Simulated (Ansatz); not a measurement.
Electronic density of states of amorphous silicon oxynitride (Si54O48N40), density 2.51 g/cm³, on a 2×2×2 Γ-centred mesh with a Gaussian width of 0.1 eV; energies count from the Fermi level, whose place inside the gap is arbitrary. Cell and mesh are small, so fine structure isn't converged. All values below come from PBE, scalar-relativistic without spin-orbit coupling (plane waves to 420 eV, PAW; Ansatz, an electronic-structure program). Sampling: a 2×2×2 Γ-centred mesh; Fermi-Dirac width 0.02 eV; no spin polarisation. At PBE the levels at the filled edge of the gap are localised (band-tail or defect states), and the nearest spread-out levels lie 3.4 eV apart at the zone centre.

A CHGNet melt-quench gave the starting glass, which DFT then relaxed. O and N atoms were pushed apart under 1.9 Å during the dynamics, to hinder bonds among them. The hot cell started wider than the set density and was brought back towards it in steps. It is the lowest in DFT energy of 4 quenches. It is a model cell: composition and starting density were chosen by hand, and all elements were melted together. No dispersion term was used. Its density started from a set value of 2.51 and ended at 2.51 g/cm³. The quench (nominally 180 K/ps over its main leg) was far faster than any real one, so the model tends to hold more defects than a real film. A cell of this size samples the disorder only roughly. The volume was held where the preparation left it and the shape relaxed, at a PBE pressure of -1.9 GPa (tension). Stress components on the final sampling reach 1.9 GPa.

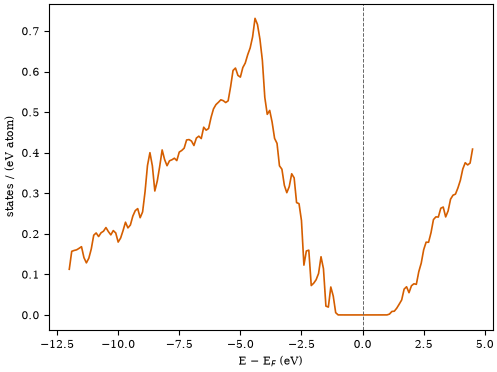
Density of states per atom

The level gap on this mesh is 2.50 eV; the broadening fills part of it in the curve.
